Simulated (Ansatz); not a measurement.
# GeNH3 (triplet): wB97M-V, B2PLYP, RPA-PBE over vertical spin and charge gaps and displaced geometries, cc-pVDZ, part 1 of 2

Aim: run GeNH3 (triplet) with these functionals over vertical spin and charge gaps and displaced geometries, and hold them against the top wave-function level at the same points.

Computed with Ansatz 0.2.0, Gaussian basis. Level: cc-pVDZ, all electrons in the functionals, frozen cores in the correlation of double hybrids and RPA.

Plan: wB97M-V, B2PLYP, RPA-PBE, at charge 0, triplet; charge 0, singlet; charge 0, quintet; charge 1, doublet; charge 1, quartet; displaced geometry v1; displaced geometry v2.

20 further runs of the same task are left out: 1 for a known fault of the program, 8 that didn't finish, 11 set aside as unsound or not needed.

## (1) What is computed

The geometry is a PBE0/def2-TZVP stationary point (not a proven minimum). No spin-orbit coupling is included. The filled d shell of Ge may be among the frozen orbitals whatever the setting's name suggests; the logs give the count.

5 atoms, charge 0, spin multiplicity 3.

Atoms are counted from 1 here; the program's logs count them from 0.

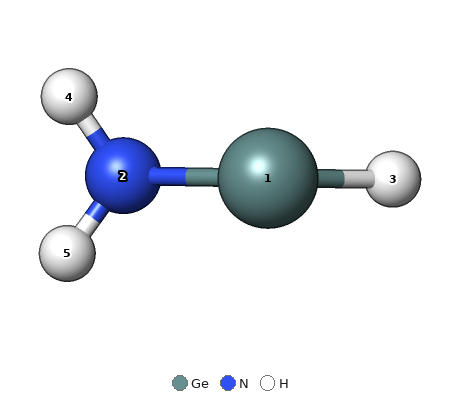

The structure; germanium teal, nitrogen blue, hydrogen white; atoms are numbered from 1 in the order of the file.

No dispersion term is added; wB97M-V holds VV10 nonlocal correlation.

The geometry shown and the zero of energy belong to the point charge 0, triplet. The yardstick, UCCSDT(Q), and other wave-function levels (R restricted, U unrestricted, valence and pair active spaces) come from earlier runs.

## (2) wB97M-V, charge 0, triplet

Contents of in.yaml:

```yaml
crystal:
  periodic: [false, false, false]
  atoms:
    - {symbol: Ge, position_ang: [0.000000, 0.044402, 0.330415]}
    - {symbol: N, position_ang: [0.000000, -0.159538, -1.505832]}
    - {symbol: H, position_ang: [0.000001, -1.318371, 1.090661]}
    - {symbol: H, position_ang: [0.825986, 0.167726, -1.988690]}
    - {symbol: H, position_ang: [-0.825986, 0.167724, -1.988690]}
basis:
  gaussian: {orbitals: cc-pVDZ}
magnetization: {spin_polarized: true, initial_magnetization: 2}
hamiltonian: {xc: {name: wB97M-V}}
output: {forces: true, orbitals: {seedname: orbitals}}
```

Launch:

```bash
ansatz run in.yaml --threads 1 --pin off --events-out ev --progress --plain --max-ram 2393MiB
```

Output (excerpt; [...] marks lines left out):

```text
Functional definition: wB97M-V
  name "wB97M-V"
  cite "Mardirossian & Head-Gordon, J. Chem. Phys. 144, 214110 (2016) doi:10.1063/1.4952647"
  cite "Becke, J. Chem. Phys. 107, 8554 (1997) doi:10.1063/1.475007"
  cite "Vydrov & Van Voorhis, J. Chem. Phys. 133, 244103 (2010) doi:10.1063/1.3521275"
  # Of w^i u^j: cxij and so on, Table III.
[...]
  gx(w, u) = 1 - cx + cx01*u + cx10*w
  gss(w, u) = css00 + css04*u^4 + css10*w + css20*w^2 + css43*w^4*u^3
  gos(w, u) = cos00 + cos10*w + (cos20 + cos21*u)*w^2 + (cos60 + cos61*u)*w^6
[...]
      + integral(e_c_pw_mod_opposite_spin*gos(b97_w_opposite, b97_u_opposite)) + vv10(b, c)
595 factors; integrals over basis functions are off by at most 1.2e-3 eV
172 factors; integrals over basis functions are off by at most 4.2e-6 eV
[...]
mean field -58050.16250234 eV, -2133.3041241477 hartree, gradient 4.3e-5 eV, S^2 2.004832; 0 other end points of the search recorded, 0 dependent functions left out
[...]
reference -58050.16253388 eV, -2133.3041253067 hartree; 22, 20 occupied and 34, 36 virtual orbitals, 595 factors
Total energy: -58050.16253388 eV, -2133.3041253067 hartree
Atom 0 at     0.000000     0.044402     0.330415 Å, force    -0.000000     0.024221     0.164822 eV/Å
Atom 1 at     0.000000    -0.159538    -1.505832 Å, force     0.000000    -0.352294     0.223300 eV/Å
Atom 2 at     0.000001    -1.318371     1.090661 Å, force    -0.000000     0.009820    -0.006532 eV/Å
Atom 3 at     0.825986     0.167726    -1.988690 Å, force     0.260779     0.159127    -0.190796 eV/Å
Atom 4 at    -0.825986     0.167724    -1.988690 Å, force    -0.260780     0.159126    -0.190796 eV/Å
Dipole moment:    -0.000000     0.170168    -0.265844 e Å
```

It took 11 s on 1 thread of Arm Neoverse V1, shared host.

From the report: ⟨S²⟩ of the determinant 2.005 (pure triplet: 2.00).

## (3) wB97M-V, charge 0, singlet

Edit in.yaml of step 2 so:

```diff
@@ -10,4 +10,4 @@
   gaussian: {orbitals: cc-pVDZ}
-magnetization: {spin_polarized: true, initial_magnetization: 2}
+magnetization: {spin_polarized: true, initial_magnetization: 0}
 hamiltonian: {xc: {name: wB97M-V}}
-output: {forces: true, orbitals: {seedname: orbitals}}
+output: {orbitals: {seedname: orbitals}}
```

Same command.

Output (excerpt; [...] marks lines left out):

```text
Functional definition: wB97M-V
  name "wB97M-V"
  cite "Mardirossian & Head-Gordon, J. Chem. Phys. 144, 214110 (2016) doi:10.1063/1.4952647"
  cite "Becke, J. Chem. Phys. 107, 8554 (1997) doi:10.1063/1.475007"
  cite "Vydrov & Van Voorhis, J. Chem. Phys. 133, 244103 (2010) doi:10.1063/1.3521275"
  # Of w^i u^j: cxij and so on, Table III.
[...]
  gx(w, u) = 1 - cx + cx01*u + cx10*w
  gss(w, u) = css00 + css04*u^4 + css10*w + css20*w^2 + css43*w^4*u^3
  gos(w, u) = cos00 + cos10*w + (cos20 + cos21*u)*w^2 + (cos60 + cos61*u)*w^6
[...]
      + integral(e_c_pw_mod_opposite_spin*gos(b97_w_opposite, b97_u_opposite)) + vv10(b, c)
595 factors; integrals over basis functions are off by at most 1.2e-3 eV
172 factors; integrals over basis functions are off by at most 4.2e-6 eV
[...]
mean field -58050.76339643 eV, -2133.3262065983 hartree, gradient 9.2e-6 eV, S^2 0.000000; 1 other end points of the search recorded, 0 dependent functions left out
reference -58050.76342967 eV, -2133.3262078196 hartree; 21, 21 occupied and 35, 35 virtual orbitals, 595 factors
Total energy: -58050.76342967 eV, -2133.3262078196 hartree
```

It took 19 s on 1 thread of Arm Neoverse V1, shared host.

From the report: ⟨S²⟩ of the determinant 0.000 (pure singlet: 0.00).

From charge 0, triplet: -13.9 kcal/mol.

## (4) wB97M-V, charge 0, quintet

Edit in.yaml of step 3 so:

```diff
@@ -10,3 +10,3 @@
   gaussian: {orbitals: cc-pVDZ}
-magnetization: {spin_polarized: true, initial_magnetization: 0}
+magnetization: {spin_polarized: true, initial_magnetization: 4}
 hamiltonian: {xc: {name: wB97M-V}}
```

The command is unchanged.

Output (excerpt; [...] marks lines left out):

```text
Functional definition: wB97M-V
  name "wB97M-V"
  cite "Mardirossian & Head-Gordon, J. Chem. Phys. 144, 214110 (2016) doi:10.1063/1.4952647"
  cite "Becke, J. Chem. Phys. 107, 8554 (1997) doi:10.1063/1.475007"
  cite "Vydrov & Van Voorhis, J. Chem. Phys. 133, 244103 (2010) doi:10.1063/1.3521275"
  # Of w^i u^j: cxij and so on, Table III.
[...]
  gx(w, u) = 1 - cx + cx01*u + cx10*w
  gss(w, u) = css00 + css04*u^4 + css10*w + css20*w^2 + css43*w^4*u^3
  gos(w, u) = cos00 + cos10*w + (cos20 + cos21*u)*w^2 + (cos60 + cos61*u)*w^6
[...]
      + integral(e_c_pw_mod_opposite_spin*gos(b97_w_opposite, b97_u_opposite)) + vv10(b, c)
595 factors; integrals over basis functions are off by at most 1.2e-3 eV
172 factors; integrals over basis functions are off by at most 4.2e-6 eV
[...]
mean field -58043.44820005 eV, -2133.0573780897 hartree, gradient 2.3e-5 eV, S^2 6.002733; 0 other end points of the search recorded, 0 dependent functions left out
reference -58043.44823074 eV, -2133.0573792173 hartree; 23, 19 occupied and 33, 37 virtual orbitals, 595 factors
Total energy: -58043.44823074 eV, -2133.0573792173 hartree
```

It took 12 s on 1 thread of Arm Neoverse V1, shared host.

From the report: ⟨S²⟩ of the determinant 6.003 (pure quintet: 6.00).

From charge 0, triplet: +154.8 kcal/mol.

## (5) wB97M-V, charge 1, doublet

Edit in.yaml of step 4 so:

```diff
@@ -10,3 +10,4 @@
   gaussian: {orbitals: cc-pVDZ}
-magnetization: {spin_polarized: true, initial_magnetization: 4}
+total_charge: 1
+magnetization: {spin_polarized: true, initial_magnetization: 1}
 hamiltonian: {xc: {name: wB97M-V}}
```

Launched as before.

Output (excerpt; [...] marks lines left out):

```text
Functional definition: wB97M-V
  name "wB97M-V"
  cite "Mardirossian & Head-Gordon, J. Chem. Phys. 144, 214110 (2016) doi:10.1063/1.4952647"
  cite "Becke, J. Chem. Phys. 107, 8554 (1997) doi:10.1063/1.475007"
  cite "Vydrov & Van Voorhis, J. Chem. Phys. 133, 244103 (2010) doi:10.1063/1.3521275"
  # Of w^i u^j: cxij and so on, Table III.
[...]
  gx(w, u) = 1 - cx + cx01*u + cx10*w
  gss(w, u) = css00 + css04*u^4 + css10*w + css20*w^2 + css43*w^4*u^3
  gos(w, u) = cos00 + cos10*w + (cos20 + cos21*u)*w^2 + (cos60 + cos61*u)*w^6
[...]
      + integral(e_c_pw_mod_opposite_spin*gos(b97_w_opposite, b97_u_opposite)) + vv10(b, c)
595 factors; integrals over basis functions are off by at most 1.2e-3 eV
172 factors; integrals over basis functions are off by at most 4.2e-6 eV
[...]
mean field -58043.09002994 eV, -2133.0442155809 hartree, gradient 1.9e-5 eV, S^2 0.759822; 0 other end points of the search recorded, 0 dependent functions left out
reference -58043.09006295 eV, -2133.0442167937 hartree; 21, 20 occupied and 35, 36 virtual orbitals, 595 factors
Total energy: -58043.09006295 eV, -2133.0442167937 hartree
```

Run time: 11 s. Hardware: 1 thread of Arm Neoverse V1, shared host.

From the report: ⟨S²⟩ of the determinant 0.760 (pure doublet: 0.75).

From charge 0, triplet: +163.1 kcal/mol.

## (6) wB97M-V, charge 1, quartet

Edit in.yaml of step 5 so:

```diff
@@ -11,3 +11,3 @@
 total_charge: 1
-magnetization: {spin_polarized: true, initial_magnetization: 1}
+magnetization: {spin_polarized: true, initial_magnetization: 3}
 hamiltonian: {xc: {name: wB97M-V}}
```

The command is unchanged.

Output (excerpt; [...] marks lines left out):

```text
Functional definition: wB97M-V
  name "wB97M-V"
  cite "Mardirossian & Head-Gordon, J. Chem. Phys. 144, 214110 (2016) doi:10.1063/1.4952647"
  cite "Becke, J. Chem. Phys. 107, 8554 (1997) doi:10.1063/1.475007"
  cite "Vydrov & Van Voorhis, J. Chem. Phys. 133, 244103 (2010) doi:10.1063/1.3521275"
  # Of w^i u^j: cxij and so on, Table III.
[...]
  gx(w, u) = 1 - cx + cx01*u + cx10*w
  gss(w, u) = css00 + css04*u^4 + css10*w + css20*w^2 + css43*w^4*u^3
  gos(w, u) = cos00 + cos10*w + (cos20 + cos21*u)*w^2 + (cos60 + cos61*u)*w^6
[...]
      + integral(e_c_pw_mod_opposite_spin*gos(b97_w_opposite, b97_u_opposite)) + vv10(b, c)
595 factors; integrals over basis functions are off by at most 1.2e-3 eV
172 factors; integrals over basis functions are off by at most 4.2e-6 eV
[...]
mean field -58039.80368571 eV, -2132.9234446581 hartree, gradient 2.4e-5 eV, S^2 3.754721; 0 other end points of the search recorded, 0 dependent functions left out
reference -58039.80371659 eV, -2132.9234457926 hartree; 22, 19 occupied and 34, 37 virtual orbitals, 595 factors
Total energy: -58039.80371659 eV, -2132.9234457926 hartree
```

Wall time 10 s (1 thread of Arm Neoverse V1, shared host).

From the report: ⟨S²⟩ of the determinant 3.755 (pure quartet: 3.75).

From charge 0, triplet: +238.9 kcal/mol.

## (7) wB97M-V, displaced geometry v1

Contents of in.yaml:

```yaml
crystal:
  periodic: [false, false, false]
  atoms:
    - {symbol: Ge, position_ang: [0.001328, 0.046698, 0.333879]}
    - {symbol: N, position_ang: [0.000495, -0.173385, -1.513521]}
    - {symbol: H, position_ang: [0.048459, -1.272908, 1.040359]}
    - {symbol: H, position_ang: [0.771668, 0.150374, -2.009190]}
    - {symbol: H, position_ang: [-0.922689, 0.166554, -2.060679]}
basis:
  gaussian: {orbitals: cc-pVDZ}
magnetization: {spin_polarized: true, initial_magnetization: 2}
hamiltonian: {xc: {name: wB97M-V}}
output: {forces: true, orbitals: {seedname: orbitals}}
```

The command is unchanged.

Output (excerpt; [...] marks lines left out):

```text
Functional definition: wB97M-V
  name "wB97M-V"
  cite "Mardirossian & Head-Gordon, J. Chem. Phys. 144, 214110 (2016) doi:10.1063/1.4952647"
  cite "Becke, J. Chem. Phys. 107, 8554 (1997) doi:10.1063/1.475007"
  cite "Vydrov & Van Voorhis, J. Chem. Phys. 133, 244103 (2010) doi:10.1063/1.3521275"
  # Of w^i u^j: cxij and so on, Table III.
[...]
  gx(w, u) = 1 - cx + cx01*u + cx10*w
  gss(w, u) = css00 + css04*u^4 + css10*w + css20*w^2 + css43*w^4*u^3
  gos(w, u) = cos00 + cos10*w + (cos20 + cos21*u)*w^2 + (cos60 + cos61*u)*w^6
[...]
      + integral(e_c_pw_mod_opposite_spin*gos(b97_w_opposite, b97_u_opposite)) + vv10(b, c)
594 factors; integrals over basis functions are off by at most 1.1e-3 eV
172 factors; integrals over basis functions are off by at most 4.8e-6 eV
[...]
mean field -58049.87679681 eV, -2133.2936246630 hartree, gradient 1.1e-5 eV, S^2 2.004886; 0 other end points of the search recorded, 0 dependent functions left out
[...]
reference -58049.87682869 eV, -2133.2936258345 hartree; 22, 20 occupied and 34, 36 virtual orbitals, 594 factors
Total energy: -58049.87682869 eV, -2133.2936258345 hartree
Atom 0 at     0.001328     0.046698     0.333879 Å, force    -0.017146     0.921818    -0.648111 eV/Å
Atom 1 at     0.000495    -0.173385    -1.513521 Å, force    -4.717444     0.017281    -0.362059 eV/Å
Atom 2 at     0.048459    -1.272908     1.040359 Å, force     0.017457    -0.901415     0.522048 eV/Å
Atom 3 at     0.771668     0.150374    -2.009190 Å, force     1.948572     0.918768    -1.204972 eV/Å
Atom 4 at    -0.922689     0.166554    -2.060679 Å, force     2.768562    -0.956452     1.693095 eV/Å
Dipole moment:    -0.021388     0.156084    -0.255522 e Å
```

Wall time 12 s (1 thread of Arm Neoverse V1, shared host).

From the report: ⟨S²⟩ of the determinant 2.005 (pure triplet: 2.00).

From charge 0, triplet: +6.6 kcal/mol.

## (8) wB97M-V, displaced geometry v2

Contents of in.yaml:

```yaml
crystal:
  periodic: [false, false, false]
  atoms:
    - {symbol: Ge, position_ang: [0.028020, 0.045362, 0.329236]}
    - {symbol: N, position_ang: [-0.136854, -0.150204, -1.495417]}
    - {symbol: H, position_ang: [-0.060234, -1.341461, 1.092896]}
    - {symbol: H, position_ang: [0.848861, 0.089366, -1.968241]}
    - {symbol: H, position_ang: [-0.906170, 0.070233, -2.071124]}
basis:
  gaussian: {orbitals: cc-pVDZ}
magnetization: {spin_polarized: true, initial_magnetization: 2}
hamiltonian: {xc: {name: wB97M-V}}
output: {forces: true, orbitals: {seedname: orbitals}}
```

Same command.

Output (excerpt; [...] marks lines left out):

```text
Functional definition: wB97M-V
  name "wB97M-V"
  cite "Mardirossian & Head-Gordon, J. Chem. Phys. 144, 214110 (2016) doi:10.1063/1.4952647"
  cite "Becke, J. Chem. Phys. 107, 8554 (1997) doi:10.1063/1.475007"
  cite "Vydrov & Van Voorhis, J. Chem. Phys. 133, 244103 (2010) doi:10.1063/1.3521275"
  # Of w^i u^j: cxij and so on, Table III.
[...]
  gx(w, u) = 1 - cx + cx01*u + cx10*w
  gss(w, u) = css00 + css04*u^4 + css10*w + css20*w^2 + css43*w^4*u^3
  gos(w, u) = cos00 + cos10*w + (cos20 + cos21*u)*w^2 + (cos60 + cos61*u)*w^6
[...]
      + integral(e_c_pw_mod_opposite_spin*gos(b97_w_opposite, b97_u_opposite)) + vv10(b, c)
595 factors; integrals over basis functions are off by at most 1.2e-3 eV
172 factors; integrals over basis functions are off by at most 4.5e-6 eV
[...]
mean field -58049.86106370 eV, -2133.2930464820 hartree, gradient 6.1e-5 eV, S^2 2.005432; 0 other end points of the search recorded, 0 dependent functions left out
[...]
reference -58049.86109559 eV, -2133.2930476540 hartree; 22, 20 occupied and 34, 36 virtual orbitals, 595 factors
Total energy: -58049.86109559 eV, -2133.2930476540 hartree
Atom 0 at     0.028020     0.045362     0.329236 Å, force    -0.439981    -0.188012     0.265644 eV/Å
Atom 1 at    -0.136854    -0.150204    -1.495417 Å, force     4.675705    -0.085891    -0.277751 eV/Å
Atom 2 at    -0.060234    -1.341461     1.092896 Å, force     0.076596     0.263027    -0.134961 eV/Å
Atom 3 at     0.848861     0.089366    -1.968241 Å, force    -3.157344    -0.666134     0.930424 eV/Å
Atom 4 at    -0.906170     0.070233    -2.071124 Å, force    -1.154976     0.677010    -0.783355 eV/Å
Dipole moment:     0.030229     0.118683    -0.296114 e Å
```

It took 11 s on 1 thread of Arm Neoverse V1, shared host.

From the report: ⟨S²⟩ of the determinant 2.005 (pure triplet: 2.00).

From charge 0, triplet: +7.0 kcal/mol.

## (9) B2PLYP, charge 0, triplet

Contents of in.yaml:

```yaml
crystal:
  periodic: [false, false, false]
  atoms:
    - {symbol: Ge, position_ang: [0.000000, 0.044402, 0.330415]}
    - {symbol: N, position_ang: [0.000000, -0.159538, -1.505832]}
    - {symbol: H, position_ang: [0.000001, -1.318371, 1.090661]}
    - {symbol: H, position_ang: [0.825986, 0.167726, -1.988690]}
    - {symbol: H, position_ang: [-0.825986, 0.167724, -1.988690]}
basis:
  gaussian: {orbitals: cc-pVDZ}
magnetization: {spin_polarized: true, initial_magnetization: 2}
hamiltonian: {xc: {name: B2PLYP}}
correlation: {electrons: outside_noble_gas}
```

The command is unchanged.

Output (excerpt; [...] marks lines left out):

```text
Functional definition: B2PLYP
  name "B2PLYP"
  cite "Grimme, J. Chem. Phys. 124, 034108 (2006) doi:10.1063/1.2148954"
  cite "Becke, Phys. Rev. A 38, 3098 (1988) doi:10.1103/PhysRevA.38.3098"
  cite "Lee, Yang & Parr, Phys. Rev. B 37, 785 (1988) doi:10.1103/PhysRevB.37.785"
[...]
595 factors; integrals over basis functions are off by at most 1.2e-3 eV
[...]
mean field -58038.92030441 eV, -2132.8909809938 hartree, gradient 9.1e-6 eV, S^2 2.009311; 0 other end points of the search recorded, 0 dependent functions left out
15 core orbitals not correlated: weight in the atoms' cores, before any rotation towards them, 0.997 or more for the frozen orbitals, at most 0.003 for the correlated occupied ones
reference -58038.92043240 eV, -2132.8909856975 hartree; 7, 5 occupied and 34, 36 virtual orbitals, 595 factors
second order -8.20714008 eV of doubles, -0.00000000 eV of singles
Total energy: -58041.13636022 eV, -2132.9724195429 hartree
```

Run time: 2.4 s. Hardware: 1 thread of Arm Neoverse V1, shared host.

From the report: ⟨S²⟩ of the determinant 2.009 (pure triplet: 2.00).

## (10) B2PLYP, charge 0, singlet

Edit in.yaml of step 9 so:

```diff
@@ -10,3 +10,3 @@
   gaussian: {orbitals: cc-pVDZ}
-magnetization: {spin_polarized: true, initial_magnetization: 2}
+magnetization: {spin_polarized: true, initial_magnetization: 0}
 hamiltonian: {xc: {name: B2PLYP}}
```

The command is unchanged.

Output (excerpt; [...] marks lines left out):

```text
Functional definition: B2PLYP
  name "B2PLYP"
  cite "Grimme, J. Chem. Phys. 124, 034108 (2006) doi:10.1063/1.2148954"
  cite "Becke, Phys. Rev. A 38, 3098 (1988) doi:10.1103/PhysRevA.38.3098"
  cite "Lee, Yang & Parr, Phys. Rev. B 37, 785 (1988) doi:10.1103/PhysRevB.37.785"
[...]
595 factors; integrals over basis functions are off by at most 1.2e-3 eV
[...]
mean field -58039.39843677 eV, -2132.9085520340 hartree, gradient 2.0e-6 eV, S^2 0.297442; 5 other end points of the search recorded, 0 dependent functions left out
15 core orbitals not correlated: weight in the atoms' cores, before any rotation towards them, 0.998 or more for the frozen orbitals, at most 0.002 for the correlated occupied ones
reference -58039.39856299 eV, -2132.9085566724 hartree; 6, 6 occupied and 35, 35 virtual orbitals, 595 factors
second order -8.28551203 eV of doubles, -0.00000000 eV of singles
Total energy: -58041.63565124 eV, -2132.9907681492 hartree
```

Wall time 6 s (1 thread of Arm Neoverse V1, shared host).

From the report: ⟨S²⟩ of the determinant 0.297 (pure singlet: 0.00).

From charge 0, triplet: -11.5 kcal/mol.

## (11) B2PLYP, charge 0, quintet

Edit in.yaml of step 10 so:

```diff
@@ -10,3 +10,3 @@
   gaussian: {orbitals: cc-pVDZ}
-magnetization: {spin_polarized: true, initial_magnetization: 0}
+magnetization: {spin_polarized: true, initial_magnetization: 4}
 hamiltonian: {xc: {name: B2PLYP}}
```

Launched as before.

Output (excerpt; [...] marks lines left out):

```text
Functional definition: B2PLYP
  name "B2PLYP"
  cite "Grimme, J. Chem. Phys. 124, 034108 (2006) doi:10.1063/1.2148954"
  cite "Becke, Phys. Rev. A 38, 3098 (1988) doi:10.1103/PhysRevA.38.3098"
  cite "Lee, Yang & Parr, Phys. Rev. B 37, 785 (1988) doi:10.1103/PhysRevB.37.785"
[...]
595 factors; integrals over basis functions are off by at most 1.2e-3 eV
[...]
mean field -58032.68852541 eV, -2132.6619673398 hartree, gradient 3.8e-6 eV, S^2 6.005129; 0 other end points of the search recorded, 0 dependent functions left out
15 core orbitals not correlated: weight in the atoms' cores, before any rotation towards them, 0.993 or more for the frozen orbitals, at most 0.006 for the correlated occupied ones
reference -58032.68866001 eV, -2132.6619722861 hartree; 8, 4 occupied and 33, 37 virtual orbitals, 595 factors
second order -6.98478479 eV of doubles, -0.00000000 eV of singles
Total energy: -58034.57455190 eV, -2132.7312775348 hartree
```

Wall time 2.5 s (1 thread of Arm Neoverse V1, shared host).

From the report: ⟨S²⟩ of the determinant 6.005 (pure quintet: 6.00).

From charge 0, triplet: +151.3 kcal/mol.

## (12) B2PLYP, charge 1, doublet

Edit in.yaml of step 11 so:

```diff
@@ -10,3 +10,4 @@
   gaussian: {orbitals: cc-pVDZ}
-magnetization: {spin_polarized: true, initial_magnetization: 4}
+total_charge: 1
+magnetization: {spin_polarized: true, initial_magnetization: 1}
 hamiltonian: {xc: {name: B2PLYP}}
```

Same command.

Output (excerpt; [...] marks lines left out):

```text
Functional definition: B2PLYP
  name "B2PLYP"
  cite "Grimme, J. Chem. Phys. 124, 034108 (2006) doi:10.1063/1.2148954"
  cite "Becke, Phys. Rev. A 38, 3098 (1988) doi:10.1103/PhysRevA.38.3098"
  cite "Lee, Yang & Parr, Phys. Rev. B 37, 785 (1988) doi:10.1103/PhysRevB.37.785"
[...]
595 factors; integrals over basis functions are off by at most 1.2e-3 eV
[...]
mean field -58031.98589280 eV, -2132.6361460677 hartree, gradient 2.8e-6 eV, S^2 0.770787; 1 other end points of the search recorded, 0 dependent functions left out
15 core orbitals not correlated: weight in the atoms' cores, before any rotation towards them, 0.998 or more for the frozen orbitals, at most 0.002 for the correlated occupied ones
reference -58031.98601072 eV, -2132.6361504010 hartree; 6, 5 occupied and 35, 36 virtual orbitals, 595 factors
second order -7.91272660 eV of doubles, -0.00000000 eV of singles
Total energy: -58034.12244690 eV, -2132.7146629825 hartree
```

It took 3.8 s on 1 thread of Arm Neoverse V1, shared host.

From the report: ⟨S²⟩ of the determinant 0.771 (pure doublet: 0.75).

From charge 0, triplet: +161.7 kcal/mol.

(Continued in part 2 of 2.)
